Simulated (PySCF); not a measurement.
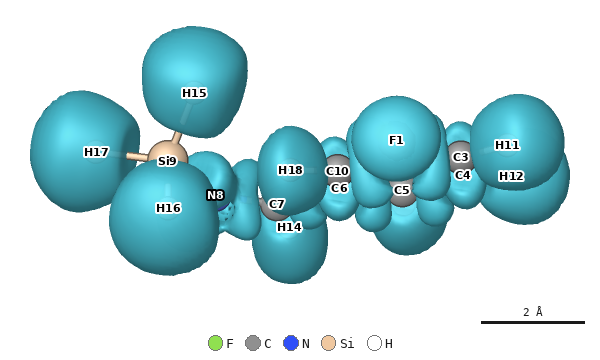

The picture shows: C7H8FNSi (SMILES Fc1cccc(/C=N\[SiH3])c1). Isosurface of the electron localisation function at 0.75 (cyan), seen from one side. Core shells and regions of very low density are left out.

Geometry: PBE0-D3(BJ)/def2-SVP.

The calculation used PBE0/pcSseg-1, SCF density, gas phase, non-relativistic (PySCF).

Input

```
{"job": {"kind": "nmr", "xc": "PBE0", "basis": "pcSseg-1"}, "charge": 0, "multiplicity": 1}
F     -1.896994     2.335471     1.318384
C     -1.730998     1.028288     1.135957
C     -2.803959     0.172919     1.369214
C     -2.628977    -1.192919     1.159625
C     -1.401050    -1.683832     0.724815
C     -0.321835    -0.815589     0.509966
C      0.965498    -1.396328     0.064801
N      2.111821    -0.868987     0.012793
Si     2.866206     0.641035     0.416787
C     -0.497045     0.559156     0.714256
H     -3.755911     0.589643     1.703047
H     -3.462630    -1.876470     1.334300
H     -1.265318    -2.754604     0.552626
H      0.862922    -2.455271    -0.253470
H      2.471201     1.148974     1.772099
H      2.504178     1.677902    -0.602440
H      4.344716     0.458847     0.399340
H      0.301055     1.279923     0.532736
```

Command:

```sh
OMP_NUM_THREADS=1 python probes_run.py task.json out
```

What do the ELF domains correspond to?

Answer. The surface consists of seven regions between bonded C–C atoms (shared pairs), eight regions around hydrogen nuclei, one region on F in which the atom's valence shell and bonds are merged and one region on N in which the atom's valence shell and bonds are merged.

Values along the shortest contacts:
C–N (1.26 Å): the ELF peaks at about 0.90 between the atoms; a short, multiple covalent bond. C–F (1.33 Å): the ELF peaks at about 0.85 between the atoms: a polar covalent bond.
